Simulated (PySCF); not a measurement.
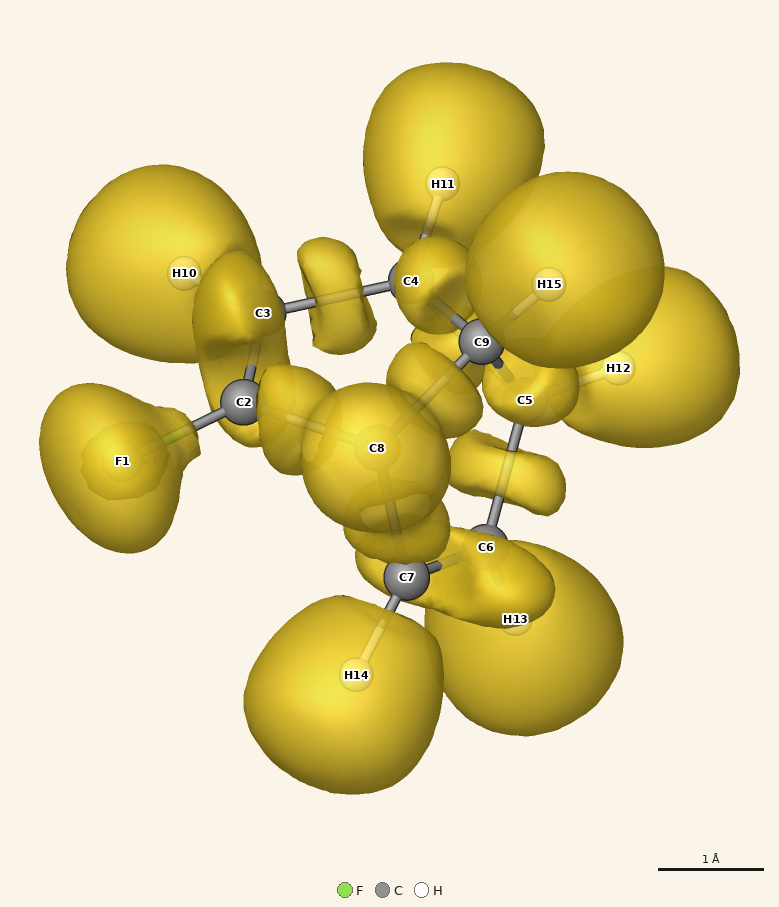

Figure. C₈H₆F (doublet). Isosurface of the electron localisation function at 0.75 (yellow), seen at a tilt. Core shells and regions of very low density are left out.

Geometry: GFN2-xTB.

The calculation used UKS B3LYP, pcH-1 on C F H, non-relativistic, mean-field spin-orbit, GIAO (PySCF).

Input file:

```
{"job": {"kind": "epr", "basis": "pcH-1"}, "charge": 0, "multiplicity": 2}
F      1.717438     2.196419    -0.725501
C      1.249070     1.034083    -0.266397
C      1.385258    -0.160199    -0.878813
C      0.643476    -1.168927    -0.125486
C     -0.897620    -0.979342     0.223826
C     -1.624639     0.219366    -0.190938
C     -0.986566     1.331547     0.224041
C      0.289574     0.942319     0.838644
C      0.187664    -0.534415     1.150371
H      1.930289    -0.353264    -1.784285
H      0.948796    -2.202847    -0.192183
H     -1.429152    -1.911985     0.341858
H     -2.534007     0.185545    -0.765181
H     -1.248024     2.348643    -0.005614
H      0.364028    -0.938954     2.133745
```

Command:

```sh
OMP_NUM_THREADS=1 python probes_run.py task.json out
```

Where are the electrons localised?

Answer. The ELF exceeds this value in seven regions between bonded C–C atoms (shared pairs), six regions around hydrogen nuclei, one region on C in which the atom's valence shell and bonds are merged and one region on F in which the atom's valence shell and bonds are merged. Along the contacts the grid gives the following. C–F (1.33 Å): the ELF peaks at about 0.85 between the atoms: a shared but strongly polarised pair. C–C (1.35 Å): the ELF peaks at about 0.95 between the atoms; a covalent bond.
